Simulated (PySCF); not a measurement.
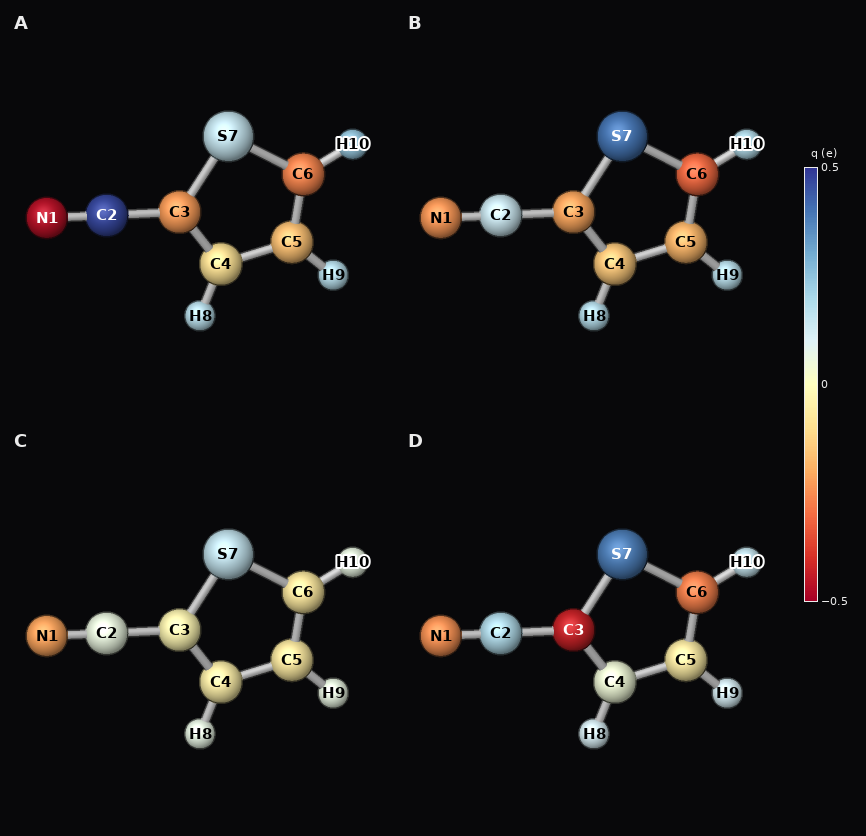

Atomic charges of one calculation by 4 schemes, on one colour scale. Computed geometry: PBE0-D3(BJ)/def2-SVP optimisation. No frequency run is at hand to confirm it as a minimum. Level of theory: PBE0/pcSseg-1 (PySCF 2.14.0).

The schemes are ESP-fitted, Hirshfeld, IAO, Mulliken. Which panel shows which?

A ESP-fitted, B IAO, C Hirshfeld, D Mulliken.

List the charges (e), one line for each set of equivalent atoms.

| atom | ESP-fitted | IAO | Hirshfeld | Mulliken |
| --- | --- | --- | --- | --- |
| N1 | −0.46 | −0.23 | −0.21 | −0.24 |
| C2 | 0.47 | 0.13 | 0.06 | 0.19 |
| C3 | −0.22 | −0.21 | −0.03 | −0.43 |
| C4 | −0.09 | −0.14 | −0.04 | 0.04 |
| C5 | −0.16 | −0.18 | −0.06 | −0.05 |
| C6 | −0.26 | −0.30 | −0.07 | −0.27 |
| S7 | 0.15 | 0.40 | 0.15 | 0.38 |
| H8 | 0.17 | 0.18 | 0.07 | 0.11 |
| H9 | 0.17 | 0.17 | 0.06 | 0.11 |
| H10 | 0.23 | 0.18 | 0.07 | 0.15 |
